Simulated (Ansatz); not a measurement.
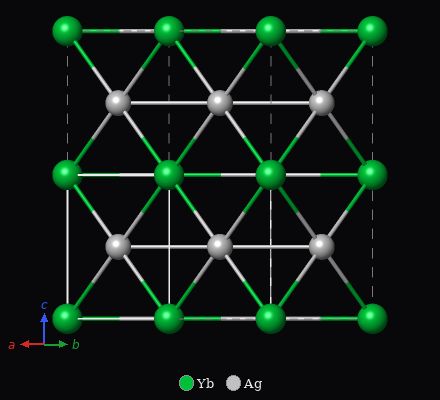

The structure, seen along [110]; the drawing may span several cells.

Given this structure, the input geometry of an electronic-structure calculation (not necessarily at equilibrium); the starting structure was generated, so it need not be a known form of this composition, written in its standard cell:

Space group Pm-3m (No. 221). a = 4.350 Å, b = 4.350 Å, c = 4.350 Å, α = 90.00°, β = 90.00°, γ = 90.00°
```json
{"atom": "Yb", "site": "1a", "symmetry": "m-3m", "x": "0.0000", "y": "0.0000", "z": "0.0000"}
{"atom": "Ag", "site": "3c", "symmetry": "4/mm.m", "x": "0.0000", "y": "0.5000", "z": "0.5000"}
```

Predict the [110] zone-axis pattern (100 kV, kinematic, B = 0.5 Å²).

The spots form a rectangular net whose two shortest vectors correspond to d = 4.35 Å and 3.08 Å, 90.0° apart. They are 0 0 1 (weak) and 1 -1 0 (weak). The pattern has symmetry 2mm. Reflections such as 1 -1 -2, 1 -1 2, 0 0 3 are allowed but too weak to see at this display level.

Strongest reflections with d > 0.94 Å, one of each family (|F|² from tabulated Gaussian fits of the electron scattering factors, times a small damping for the curvature of the Ewald sphere):

| hkl | d (Å) | I (strongest = 100) |
| --- | --- | --- |
| 1 -1 1 | 2.512 | 100 |
| 0 0 2 | 2.175 | 81 |
| 2 -2 0 | 1.538 | 43 |
| 1 -1 3 | 1.312 | 30 |
| 2 -2 2 | 1.256 | 27 |
| 0 0 4 | 1.088 | 18 |

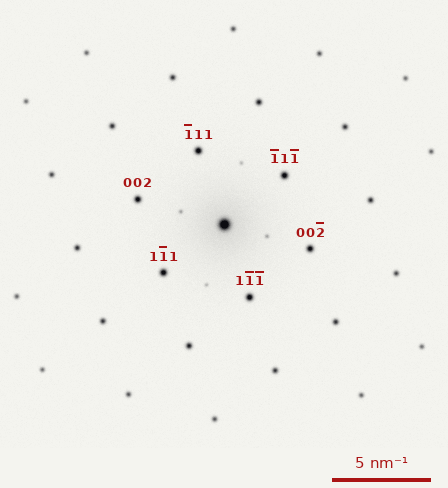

Calculated pattern, seen from the source side with [110] pointing towards the source.
